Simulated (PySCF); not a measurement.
**BPH5Br (SMILES [PH3+][BH2-]Br): MP2/3-21G**

What is the vertical singlet–triplet gap of BPH5Br at MP2/3-21G? The job is set up through a Python script.

The calculation is run with PySCF 2.14.0.

## 1. The molecule

BPH5Br has 8 atoms, charge 0, and is taken as a singlet. SMILES: `[PH3+][BH2-]Br`. The shape is that of a GFN2-xTB optimisation.

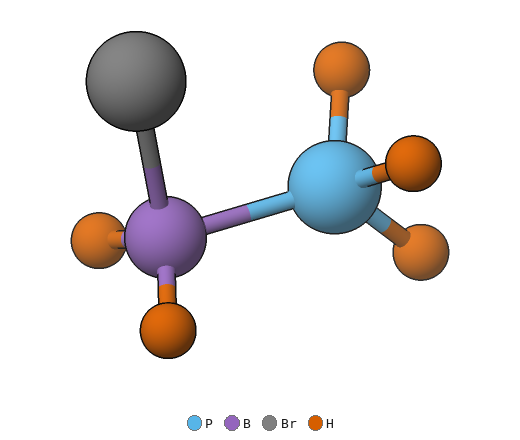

The structure, seen from a chosen angle (phosphorus blue, boron purple, bromine grey, hydrogen orange).

## 2. A single-point energy at MP2/3-21G

Input file run.py:

```python
from pyscf import gto, mp

mol = gto.M(
    atom='''
P       -0.552170       0.571140      -0.291530
B        0.510210      -0.968900       0.139050
Br       1.674030       0.046830       1.412150
H       -1.633520       0.650290      -1.171600
H        0.174060       1.643130      -0.765050
H       -1.133950       1.179170       0.800510
H       -0.148120      -1.784690       0.690780
H        1.109460      -1.336970      -0.814320
''',
    verbose=3,
    basis='3-21g',
    max_memory=1860,
)

mf = mol.RHF()
mf.conv_tol = 1e-10
mf.kernel()
if not mf.converged:
    mf = mf.newton().run(mf.mo_coeff, mf.mo_occ)

pt = mp.MP2(mf, frozen=15).run()
e_tot = pt.e_tot
print('E(%s) = %.9f' % ('MP2', e_tot))
```

The run is started by

```sh
$ OMP_NUM_THREADS=1 python run.py
```

Log:

```text
converged SCF energy = -2926.45568488017
E(RMP2) = -2926.62370553964  E_corr = -0.168020659463405
E(SCS-RMP2) = -2926.63163002897  E_corr = -0.175945148798854
E(MP2) = -2926.623705540
```

Run time: 1.1 s. Hardware: 1 thread of Arm Neoverse V1, shared host; peak memory 0.13 GiB.

## 3. The triplet, same level

Input file run.py:

```python
from pyscf import gto, scf, mp

molecule = gto.M(
    atom=[
    ('P', (-0.552170, 0.571140, -0.291530)),
    ('B', (0.510210, -0.968900, 0.139050)),
    ('Br', (1.674030, 0.046830, 1.412150)),
    ('H', (-1.633520, 0.650290, -1.171600)),
    ('H', (0.174060, 1.643130, -0.765050)),
    ('H', (-1.133950, 1.179170, 0.800510)),
    ('H', (-0.148120, -1.784690, 0.690780)),
    ('H', (1.109460, -1.336970, -0.814320)),
],
    spin=2,
    verbose=4,
    max_memory=1860,
    basis='3-21g',
)

hf = scf.UHF(molecule)
hf.conv_tol = 1e-10
hf.kernel()
if not hf.converged:
    hf = hf.newton().run(hf.mo_coeff, hf.mo_occ)

pt = mp.MP2(hf, frozen=15).run()
e_tot = pt.e_tot
print('E(%s) = %.9f' % ('MP2', e_tot))
```

The run is started by

```sh
$ OMP_NUM_THREADS=1 python run.py
```

Log:

```text
PySCF version 2.14.0

[... 43 lines left out ...]
WARN: HOMO 0.0868872211816285 >= LUMO -0.340485639077507
[... 5 lines left out ...]
WARN: HOMO -0.106032704446246 >= LUMO -0.120228479018638
[... 5 lines left out ...]
WARN: HOMO -0.0903625477857699 >= LUMO -0.111036717899405
[... 94 lines left out ...]
converged SCF energy = -2926.20146156225  <S^2> = 2.015541  2S+1 = 3.0103428
[... 1 line left out ...]
******** <class 'pyscf.mp.ump2.UMP2'> ********
nocc = (np.int64(16), np.int64(14)), nmo = (39, 39)
frozen orbitals 15
E(UMP2) = -2926.36616548926  E_corr = -0.16470392701164
E(SCS-UMP2) = -2926.37199029442  E_corr = -0.17052873217332
E_corr(same-spin) = -0.0312876695084403
E_corr(oppo-spin) = -0.1334162575032
E(MP2) = -2926.366165489
```

Wall time 1.4 s (1 thread of Arm Neoverse V1, shared host); peak memory 0.13 GiB.

## 4. Summary of results

Level: MP2/3-21G, 15 core orbitals frozen.

```
                                                           quantity           value
                                              singlet: total energy  -2926.62371 Eh
                      singlet: dipole moment (Hartree–Fock density)          5.45 D
                       singlet: HOMO energy (Hartree–Fock orbitals)        -9.85 eV
                       singlet: LUMO energy (Hartree–Fock orbitals)         4.07 eV
                     singlet: HOMO–LUMO gap (Hartree–Fock orbitals)        13.92 eV
              singlet: correlation energy (15 core orbitals frozen)      -168.0 mEh
                                              triplet: total energy  -2926.36617 Eh
                      triplet: dipole moment (Hartree–Fock density)          2.89 D
triplet: HOMO energy (Hartree–Fock orbitals) (highest over α and β)        -2.49 eV
 triplet: LUMO energy (Hartree–Fock orbitals) (lowest over α and β)        -2.22 eV
              triplet: correlation energy (15 core orbitals frozen)      -164.7 mEh
                         triplet: ⟨S²⟩ of the reference determinant           2.016
                   vertical energy of the triplet above the singlet        7.008 eV
```

**Reading.** At this shape the triplet lies 7.01 eV (162 kcal/mol) above the singlet. Mulliken charges (singlet) of the mean-field density run from -0.39 on B2 to +0.40 on P1. Mulliken charges (triplet) of the mean-field density run from -0.56 on B2 to +0.32 on Br3.
